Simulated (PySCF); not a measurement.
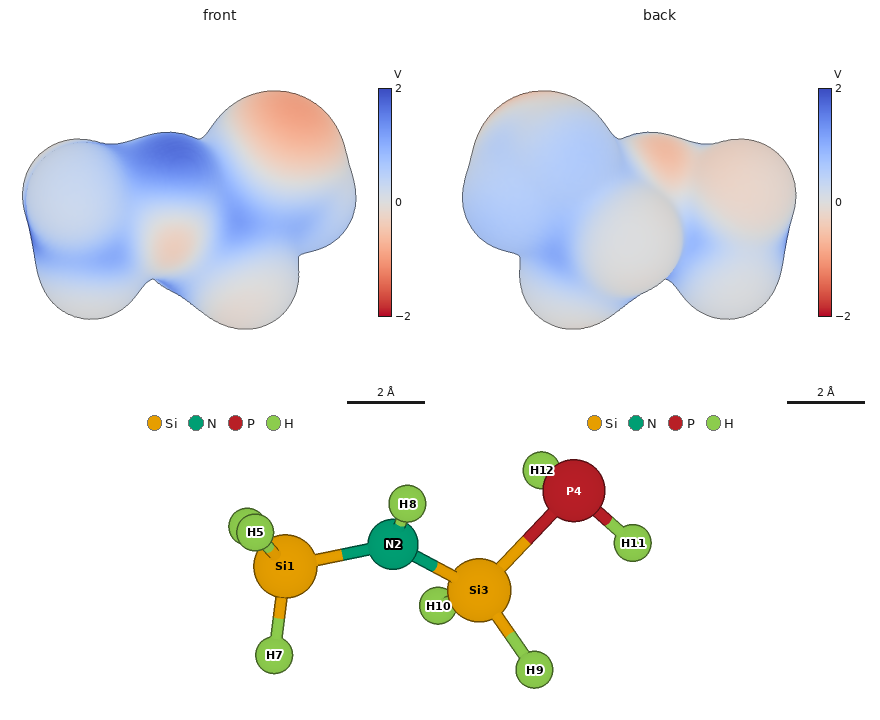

*H8NPSi2 (SMILES [SiH3]N[SiH2]P). The electrostatic potential painted on the density surface at 0.002 e/bohr³, seen from the front and from behind; the colour scale runs from red (negative) to blue (positive). The bare structure is drawn below in the same view.*

Geometry: GFN2-xTB, MD frame at 250 fs, 400 K.

Level of theory: PBE0/pcSseg-1, SCF density, gas phase, non-relativistic in PySCF 2.14.0.

```xyz
12

Si   -2.6669    0.4252    0.0651
N    -1.0646    0.3319    0.7083
Si    0.3709   -0.5398    0.1079
P     2.0465    0.6042    0.8617
H    -3.4412    0.8419    1.1997
H    -2.6980    1.3734   -1.0654
H    -2.9690   -0.8114   -0.6109
H    -0.9761    0.7726    1.5510
H     0.8138   -2.0116    0.4311
H     0.1878   -0.3858   -1.3686
H     2.9665   -0.3042    0.3742
H     2.0725    1.2504   -0.3843
```

Question: Which sites attract a positive test charge, and which a negative one?

Answer: A positive charge is drawn to the negative regions and a negative charge to the positive ones. The most negative region (about −0.9 V) lies over P4, the most positive (about +1.6 V) over Si1 and H8.

Question: What dipole moment does the calculation give?

Answer: Its dipole moment is 0.58 D.
